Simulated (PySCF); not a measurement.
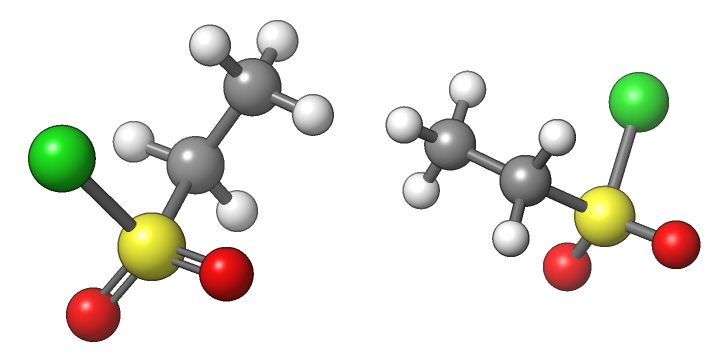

The same structure drawn twice, from different directions. Colours: carbon grey, sulfur yellow, oxygen red, chlorine green, hydrogen white.

Identify the structure.

The molecule is C2H5ClO2S. Its SMILES string is `CCS(=O)(=O)Cl`. It has no ring. This geometry has C1 symmetry. Coordination: 2 C tetrahedral; 1 S tetrahedral.

The parts below concern this one geometry. Atoms keep their numbers from picture to picture. The computed structure is the end point of a PBE0-D3(BJ)/def2-SVP optimisation. No frequency run is at hand to confirm it as a minimum.

Charges

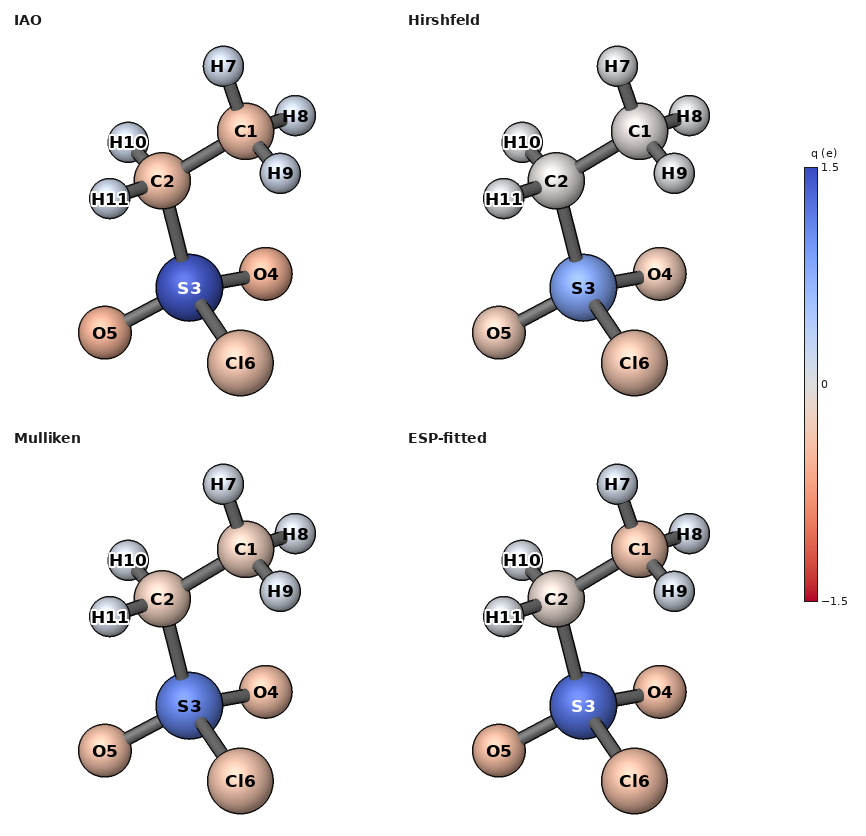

Atomic charges of one calculation by 4 schemes, on one colour scale. No frequency run is at hand to confirm it as a minimum. Method: PBE0/STO-3G (PySCF 2.14.0).

Which scheme gives the most polar picture (largest mean size of the charges)?

Answer. The IAO charges are the largest in size here, and the Hirshfeld charges the smallest.

On which atom do the schemes disagree most?

Answer. On S3 (from 0.80 to 1.40 e).

List the charges (e), one line for each set of equivalent atoms.

| atom | IAO | Hirshfeld | Mulliken | ESP-fitted |
| --- | --- | --- | --- | --- |
| C1 | −0.40 | −0.04 | −0.24 | −0.36 |
| C2 | −0.40 | −0.03 | −0.24 | −0.11 |
| S3 | 1.40 | 0.80 | 1.09 | 1.24 |
| O4 | −0.51 | −0.27 | −0.39 | −0.42 |
| O5 | −0.51 | −0.27 | −0.39 | −0.44 |
| Cl6 | −0.36 | −0.35 | −0.36 | −0.41 |
| H7 | 0.15 | 0.03 | 0.10 | 0.13 |
| H8 | 0.15 | 0.03 | 0.10 | 0.11 |
| H9 | 0.15 | 0.03 | 0.11 | 0.11 |
| H10 | 0.15 | 0.03 | 0.11 | 0.08 |
| H11 | 0.16 | 0.04 | 0.12 | 0.07 |

Levels of theory compared

No frequency run is at hand to confirm it as a minimum. Program: PySCF 2.14.0.

At this fixed geometry, give HOMO–LUMO gap (eV) at these levels: PBE0/6-311+G(2d,p); PBE0/6-31G; PBE0/6-31G*; PBE0/STO-3G; PBE0/def2-SVP; PBE0/def2-TZVP.

```json
{"level": "PBE0/6-311+G(2d,p)", "HOMO–LUMO gap (eV)": "7.18"}
{"level": "PBE0/6-31G", "HOMO–LUMO gap (eV)": "6.55"}
{"level": "PBE0/6-31G*", "HOMO–LUMO gap (eV)": "7.23"}
{"level": "PBE0/STO-3G", "HOMO–LUMO gap (eV)": "6.30"}
{"level": "PBE0/def2-SVP", "HOMO–LUMO gap (eV)": "7.31"}
{"level": "PBE0/def2-TZVP", "HOMO–LUMO gap (eV)": "7.38"}
```

NMR shielding

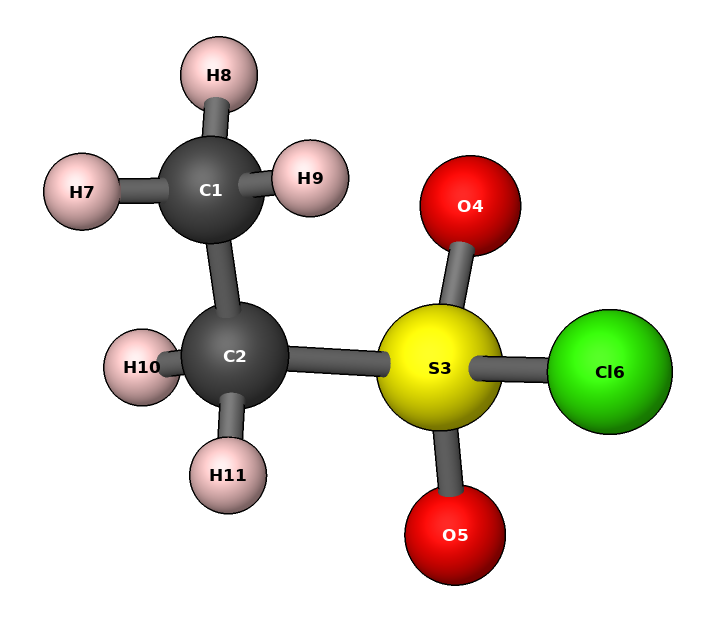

No frequency run is at hand to confirm it as a minimum. Method: GIAO PBE0/6-31G* NMR shielding, non-relativistic, gas phase (PySCF 2.14.0). Principal shieldings σ11 ≤ σ22 ≤ σ33, span Ω = σ33 − σ11, skew κ = 3(σiso − σ22)/Ω.

Give the shielding tensors of the S atoms.

| atom | σ11 | σ22 | σ33 | σiso | Ω | κ |
| --- | --- | --- | --- | --- | --- | --- |
| S3 | 25.3 | 161.1 | 368.1 | 184.8 | 342.8 | 0.21 |

Shieldings and span in ppm.

Bond orders

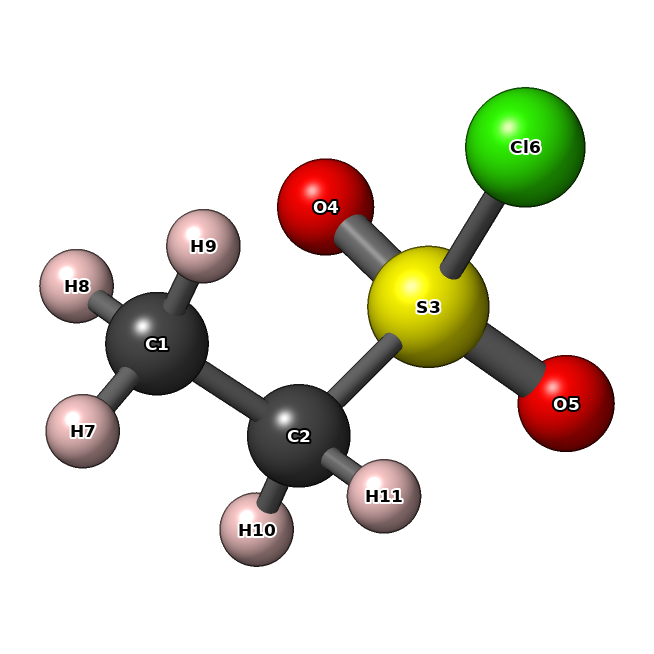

The thickness of each stick grows with its Mayer bond order. No frequency run is at hand to confirm it as a minimum. Level of theory: PBE0/def2-TZVP (PySCF 2.14.0).

List the Mayer bond orders of C1–C2, C1–H7, C1–H8, C1–H9, C2–S3, C2–H10, C2–H11, S3–O4, S3–O5, S3–Cl6.

```
  bond  Mayer order  length (Å)
 C1–C2         1.00       1.510
 C1–H7         0.95       1.099
 C1–H8         0.96       1.098
 C1–H9         0.96       1.099
 C2–S3         0.86       1.792
C2–H10         0.92       1.103
C2–H11         0.93       1.099
 S3–O4         1.88       1.447
 S3–O5         1.91       1.446
S3–Cl6         0.94       2.106
```

Mulliken values depend strongly on the basis set and can even reverse the polarity of a bond.
